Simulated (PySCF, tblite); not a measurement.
# C₂H₅ClO₂Si: magnetic properties

What do calculations give for the magnetic properties of C₂H₅ClO₂Si (`O[SiH2]O/C=C\Cl`)?

Programs: tblite 0.8.0 and PySCF 2.14.0, with routines of our own; each step states its level. All values are computed. Atoms count from 0.

## 1. The system as given

11 atoms, charge 0, multiplicity 1; geometry from: force field or distance geometry start.

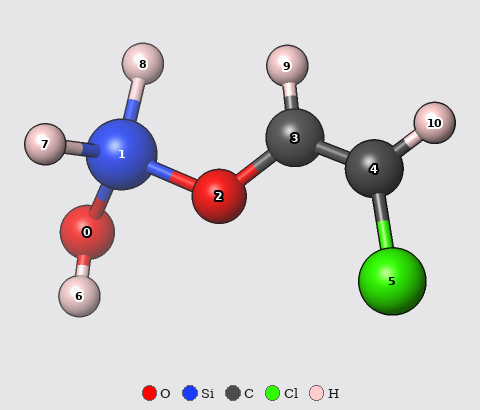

The starting geometry (oxygen red, silicon blue, carbon dark grey, chlorine green, hydrogen pink).

## 2. Geometry optimisation with GFN2-xTB, one coordinate held

What the job is given:

```
{"job": {"kind": "relax", "xc": "GFN2-xTB", "basis": "xTB"}, "charge": 0, "multiplicity": 1}
O     -2.184800    -0.677000     0.643700
Si    -1.556800     0.375300    -0.481000
O      0.045500     0.667500    -0.086200
C      1.010300     0.664200    -1.063700
C      2.299500     0.879300    -0.786600
Cl     2.919000     1.213200     0.763600
H     -2.071100    -0.397200     1.562700
H     -2.320600     1.634700    -0.421800
H     -1.637900    -0.247600    -1.814200
H      0.671800     0.447700    -2.060500
H      3.070700     0.869800    -1.552700
```

Launch:

```console
OMP_NUM_THREADS=1 python excited_run.py task.json out
```

One launch serves the whole session: the jobs run in the order shown.

Output:

```text
step      E/eV     max force
  0    -579.92428    1.342
  1    -579.99591    0.748
  2    -580.02354    0.514
  3    -580.03684    0.479
  4    -580.04641    0.266
  5    -580.05351    0.314
  6    -580.06580    0.362
  7    -580.07458    0.320
  8    -580.07926    0.226
  9    -580.08193    0.215
 10    -580.08519    0.193
 11    -580.09015    0.303
 12    -580.09616    0.295
 13    -580.10104    0.177
 14    -580.10357    0.133
 15    -580.10480    0.122
 16    -580.10614    0.121
 17    -580.10733    0.142
 18    -580.10814    0.159
 19    -580.10885    0.168
 20    -580.10992    0.184
 21    -580.11157    0.220
 22    -580.11357    0.214
 23    -580.11533    0.235
 24    -580.11659    0.232
 25    -580.11776    0.216
 26    -580.11918    0.192
 27    -580.12047    0.181
 28    -580.12127    0.175
 29    -580.12177    0.162
 30    -580.12215    0.149
 31    -580.12251    0.145
 32    -580.12288    0.144
 33    -580.12320    0.145
 34    -580.12345    0.144
 35    -580.12368    0.145
 36    -580.12393    0.144
 37    -580.12419    0.138
 38    -580.12439    0.126
 39    -580.12451    0.119
 40    -580.12461    0.115
 41    -580.12473    0.114
 42    -580.12492    0.111
 43    -580.12514    0.109
 44    -580.12531    0.110
 45    -580.12543    0.111
 46    -580.12555    0.112
 47    -580.12573    0.110
 48    -580.12592    0.106
 49    -580.12604    0.103
 50    -580.12611    0.102
 51    -580.12617    0.102
 52    -580.12627    0.105
 53    -580.12636    0.106
 54    -580.12642    0.108
 55    -580.12647    0.110
 56    -580.12650    0.111
 57    -580.12653    0.112
 58    -580.12655    0.113
 59    -580.12657    0.114
 60    -580.12658    0.116
```

Run time: 0.5 s. Hardware: 1 thread of Arm Neoverse V1, shared host; peak memory 0.18 GiB.

One coordinate is held by a constraint (a dihedral, as typed in the start), so the force along it need not vanish.

Relaxation path: (not every step is listed)

```csv
step,energy from step 0 (eV),largest force (eV/Å)
0,0.0000,1.3424
1,-0.0716,0.7482
2,-0.0993,0.5135
3,-0.1126,0.4787
4,-0.1221,0.2657
5,-0.1292,0.3143
6,-0.1415,0.3618
7,-0.1503,0.3197
8,-0.1550,0.2264
12,-0.1719,0.2947
16,-0.1819,0.1215
20,-0.1856,0.1842
24,-0.1923,0.2316
28,-0.1970,0.1751
32,-0.1986,0.1443
36,-0.1997,0.1439
40,-0.2003,0.1154
44,-0.2010,0.1099
48,-0.2016,0.1065
52,-0.2020,0.1046
55,-0.2022,0.1098
56,-0.2022,0.1106
57,-0.2023,0.1117
58,-0.2023,0.1128
59,-0.2023,0.1144
60,-0.2023,0.1159
```

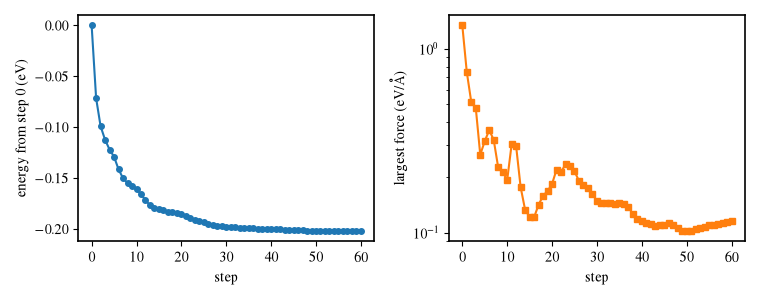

Energy and largest force along the relaxation.

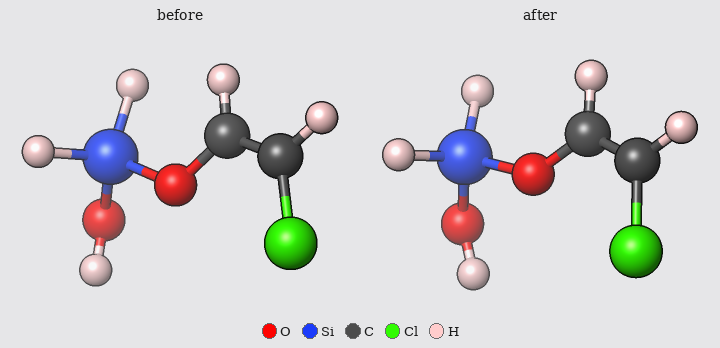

Before and after, at one scale.

Distances of close pairs at the start and the end, largest changes first:

```csv
bond,before (Å),after (Å),change (Å)
O0–Si1,1.663,1.614,-0.049
O2–C3,1.373,1.332,-0.041
Si1–O2,1.676,1.637,-0.039
Si1–H8,1.474,1.454,-0.020
C4–Cl5,1.702,1.721,+0.018
Si1–H7,1.474,1.458,-0.016
O0–H6,0.967,0.954,-0.013
C4–H10,1.087,1.075,-0.012
```

The final coordinates are the input of the step that follows.

## 3. Magnetic properties: GIAO PBE/pcSseg-1

What the job is given:

```
{"job": {"kind": "mag", "xc": "PBE", "basis": "pcSseg-1", "isotopologues": 0}, "charge": 0, "multiplicity": 1}
O     -2.113140    -0.571757     0.677519
Si    -1.630188     0.414181    -0.505380
O     -0.019998     0.638002    -0.316173
C      1.029082     0.636572    -1.137742
C      2.273173     0.879440    -0.742009
Cl     2.668979     1.235605     0.894297
H     -1.744344    -0.522657     1.556117
H     -2.211967     1.747220    -0.402778
H     -1.950239    -0.314701    -1.721962
H      0.835490     0.419522    -2.182648
H      3.109583     0.865551    -1.417464
```

Level: GIAO PBE/pcSseg-1 magnetisability, rotational g tensor and spin-rotation constants, non-relativistic, gas phase.

Output:

```text
coarse grid: 10696 points
cycle   1  E = -978.4960514687  dE =  8.839e-01  |g| = 1.044e+00  |ddm| = 3.185e+00
cycle   2  E = -977.7777570727  dE =  7.183e-01  |g| = 2.166e+00  |ddm| = 3.190e+00
cycle   3  E = -978.6708370050  dE = -8.931e-01  |g| = 2.430e-01  |ddm| = 2.701e+00
cycle   4  E = -978.6760379442  dE = -5.201e-03  |g| = 2.018e-01  |ddm| = 4.022e-01
cycle   5  E = -978.6859317287  dE = -9.894e-03  |g| = 5.015e-02  |ddm| = 2.039e-01
cycle   6  E = -978.6864456367  dE = -5.139e-04  |g| = 1.586e-02  |ddm| = 5.179e-02
cycle   7  E = -978.6864980172  dE = -5.238e-05  |g| = 5.185e-03  |ddm| = 1.872e-02
cycle   8  E = -978.6865034305  dE = -5.413e-06  |g| = 1.268e-03  |ddm| = 5.757e-03
final grid: 95368 points
cycle   9  E = -978.7584926457  dE = -3.191e-06  |g| = 1.756e-02  |ddm| = 2.447e-02
cycle  10  E = -978.7582974487  dE =  1.952e-04  |g| = 3.652e-02  |ddm| = 3.931e-02
cycle  11  E = -978.7585412823  dE = -2.438e-04  |g| = 5.138e-03  |ddm| = 3.135e-02
cycle  12  E = -978.7585473308  dE = -6.049e-06  |g| = 1.495e-03  |ddm| = 5.639e-03
cycle  13  E = -978.7585478574  dE = -5.266e-07  |g| = 2.562e-04  |ddm| = 1.637e-03
cycle  14  E = -978.7585478747  dE = -1.733e-08  |g| = 6.317e-05  |ddm| = 3.046e-04
cycle  15  E = -978.7585478756  dE = -8.972e-10  |g| = 1.736e-05  |ddm| = 8.039e-05
converged SCF energy = -978.7585478756

Magnetisability tensor (1e-30 J/T^2)
    -1003.80       14.17      -14.38
       14.17    -1124.23        7.93
      -14.38        7.93    -1043.97
isotropic -1057.33   principal values   -1126.99  -1046.82   -998.19
isotropic susceptibility -63.674 1e-6 cm^3/mol

Inertial axes            a          b          c
rot. const./GHz      5.9192     0.9779     0.8724
chi total           -60.664    -62.862    -67.497
chi diamagnetic    -298.698  -1235.930  -1378.235
chi paramagnetic    238.035   1173.069   1310.738
quadrupole/D A       -7.000     10.324     -3.324
g nuclear            0.5984     0.5248     0.5298
g electronic        -0.6619    -0.5390    -0.5372
g total             -0.0636    -0.0142    -0.0075

Spin-rotation constants (kHz, H = +C I.J)
atom  isotope        aa         bb         cc
  5   35Cl        1.850      0.161      0.146
  6     1H       -0.642      0.005     -0.113
  7     1H       -0.496     -0.083      0.044
  8     1H       -0.323     -0.012     -0.052
  9     1H       -0.461      0.066     -0.088
 10     1H       -0.068     -0.025     -0.087
  0    17O*      -0.289     -0.115     -0.093
  1   29Si*      -3.689     -0.582     -0.540
  2    17O*      -1.469     -0.168     -0.084
  3    13C*       1.840      0.450      0.202
  4    13C*       1.664      0.361      0.180
* in the singly substituted isotopologue
```

It took 19 s on 1 thread of Arm Neoverse V1, shared host; peak memory 0.5 GiB.

Key values:

```csv
quantity,value
magnetisability,-1057·10⁻³⁰ J/T²
molar susceptibility,-63.7·10⁻⁶ cm³/mol
"rotational g (a, b, c)","-0.0636, -0.0142, -0.0075"
```

## 4. Summary of results

| quantity | value |
| --- | --- |
| magnetisability (step 3, GIAO PBE/pcSseg-1) | -1057·10⁻³⁰ J/T² |
| molar susceptibility (step 3, GIAO PBE/pcSseg-1) | -63.7·10⁻⁶ cm³/mol |
| rotational g (a, b, c) (step 3, GIAO PBE/pcSseg-1) | -0.0636, -0.0142, -0.0075 |

The values above hold for this geometry and these levels alone. Vibrational averaging and real surroundings are missing from these values.
